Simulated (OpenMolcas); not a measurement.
# Run report: CoH₆O₃F₃, single-point calculation (part 1 of 3)

- system: CoH₆O₃F₃ (fac-CoF3(H2O)3), multiplicity 3
- method: CASPT2/ANO-RCC-VDZP, DKH2 (OpenMolcas 26.06)

The geometry is that of the parent species in another charge or spin state. The geometry comes from this level: GFN2-xTB.

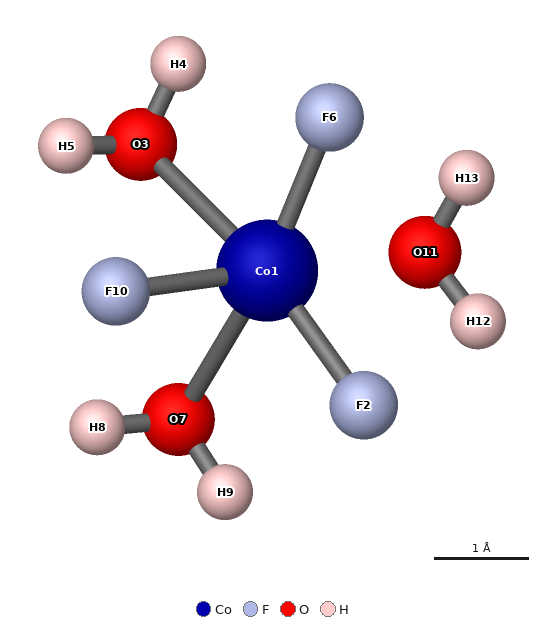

*The structure as given in the input (ball-and-stick view, seen at a tilt; atoms are numbered from 1 in the order of the input). Sticks mark near contacts.*

## Input
```
* CoF3H6O3 CASPT2
>>> EXPORT MOLCAS_PRINT=2

&GATEWAY
  COORD = geom.xyz
  BASIS = ANO-RCC-VDZP
  GROUP = NoSym
  RICD

&SEWARD

&RASSCF
  FILEORB = $CurrDir/step2.RasOrb
  SPIN = 3
  NACTEL = 12 0 0
  INACTIVE = 36
  RAS2 = 8
  ORBLISTING = Nothing

&CASPT2
  IPEA = 0
  IMAGINARY = 0.3
```

## File geom.xyz
```
13

Co     0.433230     0.396680     0.422280
F     -0.106410     0.233790     2.174340
O      0.336100     0.228110    -1.899580
H      1.207490    -0.128010    -2.104560
H      0.361300     1.165360    -2.124980
F      2.172510    -0.073010     0.075950
O     -1.860230     0.441210     0.108260
H     -1.980670     1.352530    -0.182950
H     -2.165170     0.401620     1.021590
F      0.239280     2.211600    -0.005090
O      0.235620    -1.949940     0.550980
H     -0.033550    -2.064920     1.468870
H      1.160490    -2.215030     0.494890
```

Hardware: 1 thread of Arm Neoverse V2, 24 GiB of memory available, shared host.

Launch command:
```bash
export MOLCAS_MEM=1860
pymolcas step7.input > step7.log
```

## Log
```
--- Start Module: gateway ---

                                              &GATEWAY

                       available to each process: 1.9 GB of memory, 1 thread

++    Symmetry information:
      ---------------------

                    Character Table for C1

                             E
                    a        1  x, y, xy, Rz, z, xz, Ry, yz, Rx, I
--

++    Basis set information:
      ----------------------

      Basis set label: CO.ANO-RCC...5S4P2D1F.

      Electronic valence basis set:
      ------------------
      Associated Effective Charge  27.000000 au
      Associated Actual Charge     27.000000 au
      Nuclear Model: Point charge

      Shell  nPrim  nBasis  Cartesian Spherical Contaminant
         s      21       5        X
         p      15       4        X
         d      10       2                 X
         f       6       1                 X

      Basis set label: F.ANO-RCC...3S2P1D.

      Electronic valence basis set:
      ------------------
      Associated Effective Charge   9.000000 au
      Associated Actual Charge      9.000000 au
      Nuclear Model: Point charge

      Shell  nPrim  nBasis  Cartesian Spherical Contaminant
         s      14       3        X
         p       9       2        X
         d       4       1                 X

      Basis set label: O.ANO-RCC...3S2P1D.

      Electronic valence basis set:
      ------------------
      Associated Effective Charge   8.000000 au
      Associated Actual Charge      8.000000 au
      Nuclear Model: Point charge

      Shell  nPrim  nBasis  Cartesian Spherical Contaminant
         s      14       3        X
         p       9       2        X
         d       4       1                 X

      Basis set label: H.ANO-RCC...2S1P.

      Electronic valence basis set:
      ------------------
      Associated Effective Charge   1.000000 au
      Associated Actual Charge      1.000000 au
      Nuclear Model: Point charge

      Shell  nPrim  nBasis  Cartesian Spherical Contaminant
         s       8       2        X
         p       4       1        X

      Basis set label: F.ANO-RCC...3S2P1D.

      Electronic valence basis set:
      ------------------
      Associated Effective Charge   9.000000 au
      Associated Actual Charge      9.000000 au
      Nuclear Model: Point charge

      Shell  nPrim  nBasis  Cartesian Spherical Contaminant
         s      14       3        X
         p       9       2        X
         d       4       1                 X

      Basis set label: O.ANO-RCC...3S2P1D.

      Electronic valence basis set:
      ------------------
      Associated Effective Charge   8.000000 au
      Associated Actual Charge      8.000000 au
      Nuclear Model: Point charge

      Shell  nPrim  nBasis  Cartesian Spherical Contaminant
         s      14       3        X
         p       9       2        X
         d       4       1                 X

      Basis set label: H.ANO-RCC...2S1P.

      Electronic valence basis set:
      ------------------
      Associated Effective Charge   1.000000 au
      Associated Actual Charge      1.000000 au
      Nuclear Model: Point charge

      Shell  nPrim  nBasis  Cartesian Spherical Contaminant
         s       8       2        X
         p       4       1        X

      Basis set label: F.ANO-RCC...3S2P1D.

      Electronic valence basis set:
      ------------------
      Associated Effective Charge   9.000000 au
      Associated Actual Charge      9.000000 au
      Nuclear Model: Point charge

      Shell  nPrim  nBasis  Cartesian Spherical Contaminant
         s      14       3        X
         p       9       2        X
         d       4       1                 X

      Basis set label: O.ANO-RCC...3S2P1D.

      Electronic valence basis set:
      ------------------
      Associated Effective Charge   8.000000 au
      Associated Actual Charge      8.000000 au
      Nuclear Model: Point charge

      Shell  nPrim  nBasis  Cartesian Spherical Contaminant
         s      14       3        X
         p       9       2        X
         d       4       1                 X

      Basis set label: H.ANO-RCC...2S1P.

      Electronic valence basis set:
      ------------------
      Associated Effective Charge   1.000000 au
      Associated Actual Charge      1.000000 au
      Nuclear Model: Point charge

      Shell  nPrim  nBasis  Cartesian Spherical Contaminant
         s       8       2        X
         p       4       1        X
--

++    Molecular structure info:
      -------------------------

                    ************************************************
                    **** Cartesian Coordinates / bohr, angstrom ****
                    ************************************************

     Center  Label                x              y              z                     x              y              z
        1      CO1              0.818686       0.749617       0.797994              0.433230       0.396680       0.422280
        2      F2              -0.201086       0.441799       4.108907             -0.106410       0.233790       2.174340
        3      O3               0.635137       0.431065      -3.589686              0.336100       0.228110      -1.899580
        4      H4               2.281825      -0.241904      -3.977042              1.207490      -0.128010      -2.104560
        5      H5               0.682758       2.202211      -4.015630              0.361300       1.165360      -2.124980
        6      F6               4.105449      -0.137969       0.143525              2.172510      -0.073010       0.075950
        7      O7              -3.515325       0.833766       0.204582             -1.860230       0.441210       0.108260
        8      H8              -3.742924       2.555911      -0.345725             -1.980670       1.352530      -0.182950
        9      H9              -4.091578       0.758952       1.930525             -2.165170       0.401620       1.021590
       10      F10              0.452174       4.179318      -0.009619              0.239280       2.211600      -0.005090
       11      O11              0.445257      -3.684853       1.041201              0.235620      -1.949940       0.550980
       12      H12             -0.063400      -3.902133       2.775762             -0.033550      -2.064920       1.468870
       13      H13              2.193008      -4.185800       0.935207              1.160490      -2.215030       0.494890

                    ***************************************
                    *    InterNuclear Distances / bohr    *
                    ***************************************

               1 CO1           2 F2            3 O3            4 H4            5 H5            6 F6
    1 CO1      0.000000
    2 F2       3.478050        0.000000
    3 O3       4.403055        7.743883        0.000000
    4 H4       5.091646        8.486158        1.820581        0.000000
    5 H5       5.029859        8.359925        1.822266        2.920994        0.000000
    6 F6       3.466835        5.882740        5.128716        4.507269        5.872804        0.000000
    7 O7       4.375257        5.136300        5.637816        7.228416        6.107924        7.682721
    8 H8       5.037765        6.071066        5.848561        7.570458        5.760205        8.312239
    9 H9       5.039188        4.470108        7.274756        8.747648        7.761060        8.437363
   10 F10      3.542516        5.599826        5.186498        6.215728        4.473282        5.657636
   11 O11      4.456806        5.182454        6.198544        6.356858        7.764372        5.175250
   12 H12      5.131123        4.545985        7.731979        8.031048        9.162029        6.202976
   13 H13      5.125029        6.100716        6.649591        6.300190        8.221820        4.546331

               7 O7            8 H8            9 H9           10 F10          11 O11          12 H12
    7 O7       0.000000
    8 H8       1.822203        0.000000
    9 H9       1.821139        2.920949        0.000000
   10 F10      5.194194        4.510794        6.009055        0.000000
   11 O11      6.066635        7.642746        6.412579        7.934069        0.000000
   12 H12      6.399648        8.061570        6.218228        8.563529        1.820616        0.000000
   13 H13      7.636421        9.073409        8.058366        8.596418        1.821213        2.925661

              13 H13
   13 H13      0.000000

                    *******************************************
                    *    InterNuclear Distances / angstrom    *
                    *******************************************

               1 CO1           2 F2            3 O3            4 H4            5 H5            6 F6
    1 CO1      0.000000
    2 F2       1.840505        0.000000
    3 O3       2.329997        4.097886        0.000000
    4 H4       2.694383        4.490681        0.963410        0.000000
    5 H5       2.661687        4.423882        0.964302        1.545723        0.000000
    6 F6       1.834570        3.113012        2.714000        2.385144        3.107754        0.000000
    7 O7       2.315286        2.718013        2.983404        3.825113        3.232174        4.065521
    8 H8       2.665871        3.212670        3.094925        4.006114        3.048169        4.398647
    9 H9       2.666623        2.365479        3.849635        4.629056        4.106976        4.464860
   10 F10      1.874619        2.963300        2.744576        3.289222        2.367159        2.993892
   11 O11      2.358440        2.742437        3.280128        3.363904        4.108729        2.738624
   12 H12      2.715273        2.405632        4.091587        4.249847        4.848337        3.282474
   13 H13      2.712049        3.228360        3.518812        3.333917        4.350800        2.405815

               7 O7            8 H8            9 H9           10 F10          11 O11          12 H12
    7 O7       0.000000
    8 H8       0.964268        0.000000
    9 H9       0.963705        1.545699        0.000000
   10 F10      2.748649        2.387009        3.179855        0.000000
   11 O11      3.210325        4.044367        3.393391        4.198529        0.000000
   12 H12      3.386548        4.265999        3.290544        4.531624        0.963429        0.000000
   13 H13      4.041020        4.801441        4.264304        4.549029        0.963744        1.548193

              13 H13
   13 H13      0.000000

                    **************************************
                    *    Valence Bond Angles / degree    *
                    **************************************
                          Atom centers                 Phi
                      4 H4       3 O3       5 H5       106.61
                      3 O3       4 H4       5 H5        36.71
                      3 O3       5 H5       4 H4        36.67
                      8 H8       7 O7       9 H9       106.59
                      7 O7       8 H8       9 H9        36.69
                      7 O7       9 H9       8 H8        36.72
                     12 H12     11 O11     13 H13      106.90
                     11 O11     12 H12     13 H13       36.56
                     11 O11     13 H13     12 H12       36.54
--

            Nuclear Potential Energy            643.70429083 au

--- Stop Module: gateway /rc=_RC_ALL_IS_WELL_ ---
--- Module gateway spent 2 seconds ---

--- Start Module: seward ---

                                              &SEWARD

                       available to each process: 1.9 GB of memory, 1 thread

               SEWARD will generate:
                  Multipole Moment integrals up to order  2
                  Kinetic Energy integrals
                  Nuclear Attraction integrals (point charge)
                  One-Electron Hamiltonian integrals
                  Velocity integrals
                  Relativistic Douglas-Kroll-Hess integrals:
                    - Parametrization         : EXP
                    - DKH order of Hamiltonian: 2
                    - DKH order of Properties : 0
                         - multipole moment operators
                         - electric potential operators
                         - contact operators
                  Orbital angular momentum around (  0.5255   0.5166   0.5144 )
                  Velocity quadrupole around (  0.5255   0.5166   0.5144 )
                  Atomic mean-field integrals
                  RI decomposed two-electron repulsion integrals stored Cholesky style
                   - acCD auxiliary basis
                   - CD Threshold:   1.00E-04

                   Integrals are discarded if absolute value <: 1.00E-14
                   Integral cutoff threshold is set to       <: 1.00E-16

            Nuclear Potential Energy            643.70429083 au

      Basis set specifications :
      Symmetry species         a
      Basis functions          148

--- Stop Module: seward /rc=_RC_ALL_IS_WELL_ ---
--- Module seward spent 9 seconds ---

--- Start Module: rasscf ---

                                              &RASSCF

                       available to each process: 1.9 GB of memory, 1 thread

      Header of the ONEINT file:
      --------------------------

      OrdInt status: non-squared

      Cartesian coordinates in angstrom:
      -----------------------------------------------------
      No.  Label        X            Y            Z
      -----------------------------------------------------
       1   CO1        0.43323000   0.39668000   0.42228000
       2   F2        -0.10641000   0.23379000   2.17434000
       3   O3         0.33610000   0.22811000  -1.89958000
       4   H4         1.20749000  -0.12801000  -2.10456000
       5   H5         0.36130000   1.16536000  -2.12498000
       6   F6         2.17251000  -0.07301000   0.07595000
       7   O7        -1.86023000   0.44121000   0.10826000
       8   H8        -1.98067000   1.35253000  -0.18295000
       9   H9        -2.16517000   0.40162000   1.02159000
      10   F10        0.23928000   2.21160000  -0.00509000
      11   O11        0.23562000  -1.94994000   0.55098000
      12   H12       -0.03355000  -2.06492000   1.46887000
      13   H13        1.16049000  -2.21503000   0.49489000
      -----------------------------------------------------
      Nuclear repulsion energy =  643.70429083

++    Wave function specifications:
      -----------------------------

      Number of closed shell electrons          72
      Number of electrons in active shells      12
      Max number of holes in RAS1 space          0
      Max nr of electrons in RAS3 space          0
      Number of inactive orbitals               36
      Number of active orbitals                  8
      Number of secondary orbitals             104
      Spin quantum number                      1.0
      State symmetry                             1
--

++    Orbital specifications:
      -----------------------

      Symmetry species                           1
                                                 a
      Frozen orbitals                            0
      Inactive orbitals                         36
      Active orbitals                            8
      RAS1 orbitals                              0
      RAS2 orbitals                              8
      RAS3 orbitals                              0
      Secondary orbitals                       104
      Deleted orbitals                           0
      Number of basis functions                148
--

++    CI expansion specifications:
      ----------------------------
```
